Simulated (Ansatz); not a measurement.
C₃H₂B: geometry relaxation

- system: C₃H₂B, multiplicity 2
- method: UKS B3LYP-D4/6-31G* (Ansatz 0.2.0)

It belongs to a series of runs on one base structure; here: end point A relaxed. Figures and captions count atoms from 1; the log counts them from 0 in places.

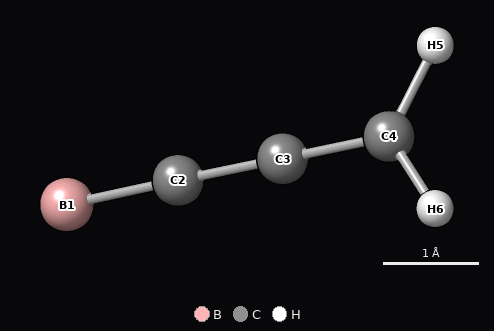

Fig. 1: The structure as given in the input (ball-and-stick view, seen at an oblique angle; atoms are numbered from 1 in the order of the input). Bond lengths as drawn: B–C 1.37 Å, C–C 1.28 to 1.30 Å and C–H 1.08 Å.

**The input**
```yaml
crystal:
  periodic: [false, false, false]
  atoms:
    - { symbol: B, position_ang: [-0.32355, -2.78123, 0.40964] }
    - { symbol: C, position_ang: [-0.17251, -1.43763, 0.20535] }
    - { symbol: C, position_ang: [-0.02295, -0.1817, 0.02542] }
    - { symbol: C, position_ang: [0.12874, 1.09818, -0.16059] }
    - { symbol: H, position_ang: [0.56486, 1.4887, -1.06402] }
    - { symbol: H, position_ang: [-0.17458, 1.81368, 0.5842] }
magnetization:
  spin_polarized: true
  initial_magnetization: 1
basis:
  gaussian: { orbitals: "6-31G*" }
hamiltonian:
  xc: b3lyp
  dispersion: d4
relax:
  f_tol: 0.02
  max_steps: 50
output:
  orbitals: {}
```

Run on 1 thread of Arm Neoverse V1, 24 GiB of memory available, shared host.

Run as:
```bash
ansatz run input.yaml --threads 1 --pin off --max-ram 2048MiB --backend cpu --events-out ev --progress --plain --runs-dir out
```

**Output**
```
The last accepted step is kept in [file] (removed where the run ends without a failure and the disk answers)
Engine: ansatz 0.2.0, aarch64-unknown-linux-gnu
Functional definition: B3LYP
  parameter a0 = 0.2
  parameter ax = 0.72
  parameter ac = 0.81
  exchange = (1 - a0 - ax)*slater_x + ax*b88_x + a0*exact_x
  correlation = (1 - ac)*vwn_rpa_c + ac*lyp_c
715 factors; integrals over basis functions are off by at most 3.4e-4 eV
mean field evaluation 1: about -3806.8213 eV, gradient 3.6e1 eV
mean field evaluation 2: about -3759.4053 eV, gradient 8.9e1 eV
mean field evaluation 4: about -3813.5693 eV, gradient 9.0e0 eV
mean field evaluation 8: about -3813.9908 eV, gradient 4.6e-1 eV
mean field evaluation 16: about -3814.0118 eV, gradient 3.7e-3 eV
mean field evaluation 32: about -3813.9440 eV, gradient 2.7e0 eV
mean field -3814.01180338 eV, -140.1623485440 hartree, gradient 1.3e-5 eV, S^2 0.783247; 2 other end points of the search recorded, 0 dependent functions left out
the calculation of the forces begins
reference -3814.01200415 eV, -140.1623559225 hartree; 13, 12 occupied and 51, 52 virtual orbitals, 715 factors
relax step   1: F+E_penalty+E_count = -3814.17787953 eV  Δ(F+E_penalty+E_count) = +0.000e0 eV  max|allowed force component| = 6.788e-1 eV/Å  Δτ_max = 0.0000 Å  (71 SCF iters, accepted)
these checks for a lower state are left out or cut short: starts, cluster_reference, orbital_swaps, neighbouring_geometries, increment
715 factors; integrals over basis functions are off by at most 3.5e-4 eV
mean field -3814.02252510 eV, -140.1627425600 hartree, gradient 1.8e-5 eV, S^2 0.783462; 0 other end points of the search recorded, 0 dependent functions left out
the calculation of the forces begins
reference -3814.02272626 eV, -140.1627499526 hartree; 13, 12 occupied and 51, 52 virtual orbitals, 715 factors
relax step   2: F+E_penalty+E_count = -3814.18814179 eV  Δ(F+E_penalty+E_count) = -1.026e-2 eV  max|allowed force component| = 1.044e-1 eV/Å  Δτ_max = 0.0128 Å  (48 SCF iters, accepted)
these checks for a lower state are left out or cut short: starts, cluster_reference, orbital_swaps, neighbouring_geometries, increment
715 factors; integrals over basis functions are off by at most 3.8e-4 eV
mean field -3813.98291956 eV, -140.1612870832 hartree, gradient 1.5e-5 eV, S^2 0.784393; 0 other end points of the search recorded, 0 dependent functions left out
the calculation of the forces begins
reference -3813.98312170 eV, -140.1612945119 hartree; 13, 12 occupied and 51, 52 virtual orbitals, 715 factors
relax step   3: F+E_penalty+E_count = -3814.14820146 eV  Δ(F+E_penalty+E_count) = +3.994e-2 eV  max|allowed force component| = 6.253e-1 eV/Å  Δτ_max = 0.0916 Å  (51 SCF iters, rejected (line search))
these checks for a lower state are left out or cut short: starts, cluster_reference, orbital_swaps, neighbouring_geometries, increment
715 factors; integrals over basis functions are off by at most 3.5e-4 eV
mean field -3814.02356054 eV, -140.1627806119 hartree, gradient 1.7e-5 eV, S^2 0.783568; 0 other end points of the search recorded, 0 dependent functions left out
the calculation of the forces begins
reference -3814.02376179 eV, -140.1627880075 hartree; 13, 12 occupied and 51, 52 virtual orbitals, 715 factors
relax step   4: F+E_penalty+E_count = -3814.18911364 eV  Δ(F+E_penalty+E_count) = -9.718e-4 eV  max|allowed force component| = 1.402e-2 eV/Å  Δτ_max = 0.0088 Å  (48 SCF iters, accepted)
715 factors; integrals over basis functions are off by at most 3.5e-4 eV
mean field evaluation 64: about -3813.6093 eV, gradient 8.7e0 eV
```

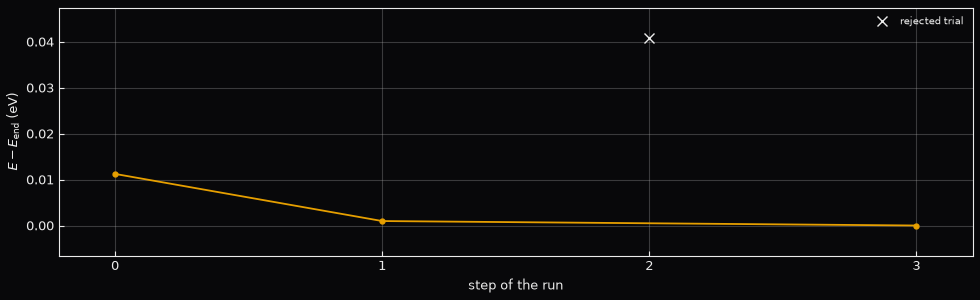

Fig. 2: Progress of the relaxation, step by step (the first geometry is step 0 here and step 1 in the log). After 3 geometry steps the energy has fallen by 0.011 eV. The largest force component goes from 0.68 to 0.014 eV/Å. The line search rejected the trial step at point 2 (counted from 0) and went back. The atom that moves furthest after the best rigid fit is H6 (0.015 Å). By element the largest moves are H 0.015 Å, C 0.012 Å, B 0.010 Å. Among the contacts that change: C3–C4 1.302 → 1.314 Å, C4–H5 1.077 → 1.086 Å, C2–C3 1.278 → 1.284 Å. (Atoms are counted from 1 in the order of the input.)

```
mean field -3814.02356054 eV, -140.1627806119 hartree, gradient 1.7e-5 eV, S^2 0.783568; 3 other end points of the search recorded, 0 dependent functions left out
the calculation of the forces begins
reference -3814.02376179 eV, -140.1627880075 hartree; 13, 12 occupied and 51, 52 virtual orbitals, 715 factors
Total energy: -3814.18931488 eV, -140.1688719715 hartree
Atom 0 at    -0.327666    -2.789631     0.406891 Å, force    -0.000436    -0.001878     0.000164 eV/Å
Atom 1 at    -0.170305    -1.448229     0.211130 Å, force     0.000171    -0.005711     0.000849 eV/Å
Atom 2 at    -0.021773    -0.185788     0.027057 Å, force     0.000286     0.009860    -0.000560 eV/Å
Atom 3 at     0.130072     1.105981    -0.161196 Å, force     0.000812     0.008327    -0.003203 eV/Å
Atom 4 at     0.569166     1.493123    -1.076463 Å, force     0.005259    -0.007760    -0.011273 eV/Å
Atom 5 at    -0.179483     1.824544     0.592581 Å, force    -0.006092    -0.002838     0.014022 eV/Å
Dipole moment:     0.010594     0.090786    -0.013276 e Å
```

**Trajectory as extended XYZ (Å, eV, eV/Å), 4 frames, from step=1 to step=4**
```
6
Properties=species:S:1:pos:R:3:forces:R:3 step=1 energy=-3814.17788
B    -0.3236   -2.7812    0.4096    0.0116   0.1406  -0.0276
C    -0.1725   -1.4376    0.2054   -0.0713  -0.6788   0.1156
C    -0.0230   -0.1817    0.0254   -0.0338  -0.2612   0.0184
C     0.1287    1.0982   -0.1606    0.0571   0.4660  -0.0594
H     0.5649    1.4887   -1.0640    0.1598   0.0998  -0.3397
H    -0.1746    1.8137    0.5842   -0.1234   0.2336   0.2926
6
Properties=species:S:1:pos:R:3:forces:R:3 step=2 energy=-3814.18814
B    -0.3279   -2.7888    0.4090   -0.0007   0.0285  -0.0100
C    -0.1728   -1.4475    0.2073    0.0063  -0.0852   0.0310
C    -0.0189   -0.1856    0.0279   -0.0097  -0.0777  -0.0030
C     0.1378    1.1037   -0.1575   -0.0431   0.1044  -0.0318
H     0.5639    1.4949   -1.0747    0.0605  -0.0034  -0.0756
H    -0.1820    1.8233    0.5880   -0.0133   0.0334   0.0894
6
Properties=species:S:1:pos:R:3:forces:R:3 step=3 energy=-3814.14820 accepted=F
B    -0.2962   -2.7957    0.4244   -0.0050  -0.0135  -0.0031
C    -0.1793   -1.4540    0.2059   -0.0387   0.3123  -0.0698
C    -0.0625   -0.1863    0.0084   -0.0245  -0.0008  -0.0202
C     0.0551    1.1117   -0.1961    0.6253   0.1700   0.2531
H     0.6176    1.4963   -1.0597   -0.4071  -0.1777   0.2069
H    -0.1347    1.8280    0.6171   -0.1500  -0.2903  -0.3668
6
Properties=species:S:1:pos:R:3:forces:R:3 step=4 energy=-3814.18911
B    -0.3277   -2.7896    0.4069   -0.0004  -0.0019   0.0002
C    -0.1703   -1.4482    0.2111    0.0002  -0.0057   0.0008
C    -0.0218   -0.1858    0.0271    0.0003   0.0099  -0.0006
C     0.1301    1.1060   -0.1612    0.0008   0.0083  -0.0032
H     0.5692    1.4931   -1.0765    0.0053  -0.0078  -0.0113
H    -0.1795    1.8245    0.5926   -0.0061  -0.0028   0.0140
```

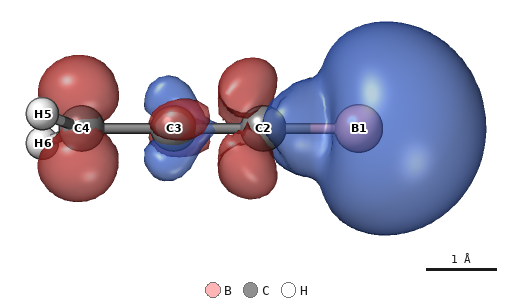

Fig. 3: Isosurfaces of the spin density (α minus β) at +0.015 (blue) and −0.015 e/Å³ (red), seen from the side. The unpaired spin (1 electron) lies mostly on B1 (about 1.1), in electrons by Hirshfeld's partition, with opposite, polarisation-induced spin on C4.

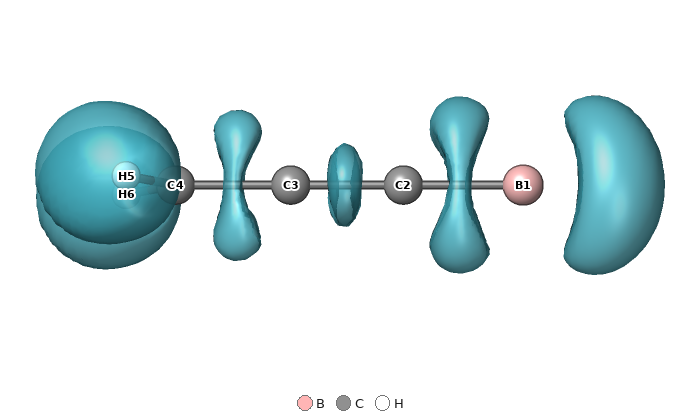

Fig. 4: Isosurface of the ELF at 0.85 (cyan), seen from the side. Only the valence region is drawn (cores and ρ < 0.01 e/Å³ removed). Profiles from the grid: C–C (1.28 Å): the ELF peaks at about 0.95 between the atoms (a multiple bond by its length, whose ELF region spreads away from the axis).

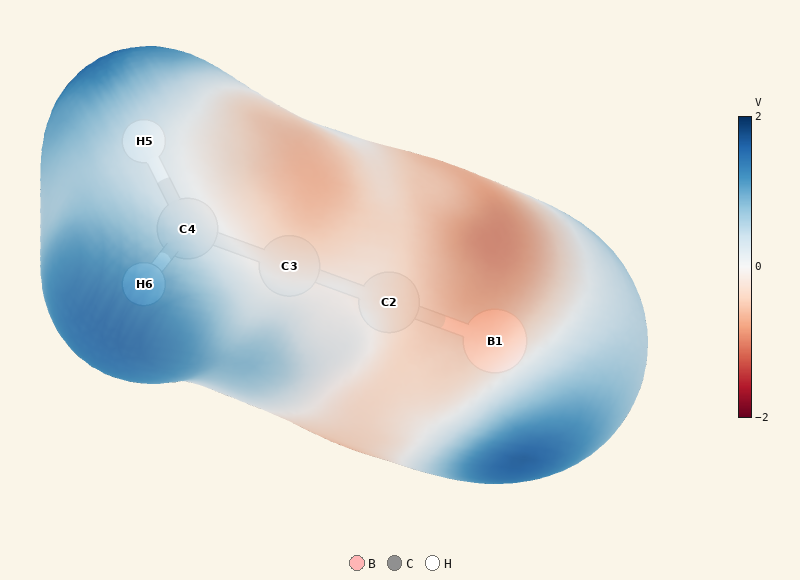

Fig. 5: The molecular electrostatic potential painted on the density surface at 0.004 e/bohr³, seen at a tilt; red is negative and blue positive. A positive charge is drawn to the negative regions and a negative charge to the positive ones.

**Results in brief**

- outcome: converged
- total energy: −3814.1893 eV
- mean-field energy: −3814.0238 eV
- ⟨S²⟩: 0.784
- largest force (length of the vector) at the end: 0.016 eV/Å
- wall time: 17 s
- peak memory: 0.14 GiB
